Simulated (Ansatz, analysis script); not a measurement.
## Osmium: energy less the state without spin against total moment, fitted and tested on a withheld row

System: Osmium, 2 Os in the cell, space group P6_3/mmc. Cell as run: a = 2.734, b = 2.734, c = 4.320 Å, angles 90.0, 90.0, 120.0°, 2 atoms. From the study “Fixed-spin-moment curve of Osmium”.

Method: Free energy against the fixed total moment and moment against field, from collinear runs; PBE, PAW set soft_1 (analysis script 1). Settings shared by all rows: cutoff 420 eV, 16×16×9 k-mesh, Fermi-Dirac occupations, smearing width 0.05 eV. From parallel starts in this cell no moment survives, so no ferromagnetic state is found at this level (opposed orders were not tried), and it is far: a cell moment of 1 μB costs 331 meV. In doubt: the program's search for lower states was switched off, so a lower magnetic state than those reached may exist.

Computed values, one withheld:

```tsv
total moment (μB/cell)	energy less the state without spin (meV/cell)
0	0
0.2	17
0.4	62
0.6	128
0.8	?
1	331
1.2	473
1.4	639
1.6	822
1.8	1022
```

**Question.** Fit the rows given and predict the energy less the state without spin at total moment = 0.8 μB/cell.

**Law.** Time reversal makes the energy even in the moment, so it is expanded as a Landau series from the state without spin. In symbols, E = c2 M² + c4 M⁴ + c6 M⁶, with energy less the state without spin in meV/cell.

**Fit.** Least squares on 8 rows gives c2 = 347.65, c4 = -13.841 and c6 = 1.2321.

```tsv
total moment (μB/cell)	computed	fit	computed − fit
0.2	17	13.9	3.1
0.4	62	55.3	6.7
0.6	128	123.4	4.6
1	331	335.0	-4.0
1.2	473	475.6	-2.6
1.4	639	637.5	1.5
1.6	822	819.9	2.1
1.8	1022	1023.0	-1.0
```

The quadratic term is positive, so within this fit the state without spin is locally stable against a small uniform moment.

**Prediction.** At total moment = 0.8 μB/cell the law predicts 217.1 meV/cell. The computed value is 216 meV/cell, 1.1 below the prediction. The row lies between fitted rows, so this is an interpolation. The miss is smaller than the rms residual of the fit, 3.6.

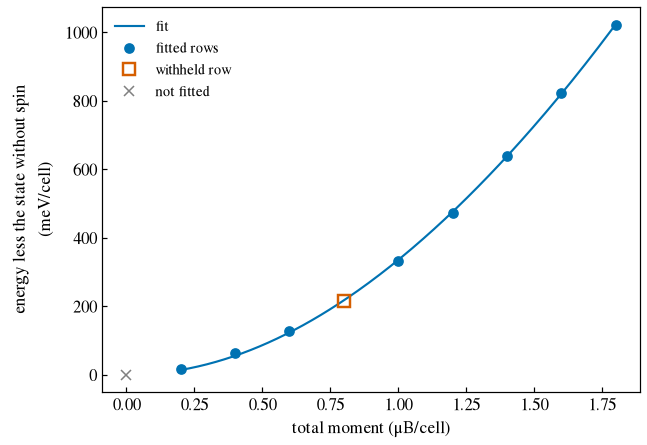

The rows, the fitted law and the withheld row.

[Logs and program files are shortened in this print: banners, set-up blocks, solver, clock and traceback lines can be left out without a mark of their own.]

[Logs are printed without paths, hosts, clocks, repeated set-up lines and the standing remarks that a program may print on its own settings, such as how far it seeks lower states.]

[Hosts, paths, dates, database ids (printed as entryN), source tags and the programs' standing remarks are cut or masked in the printed files.]
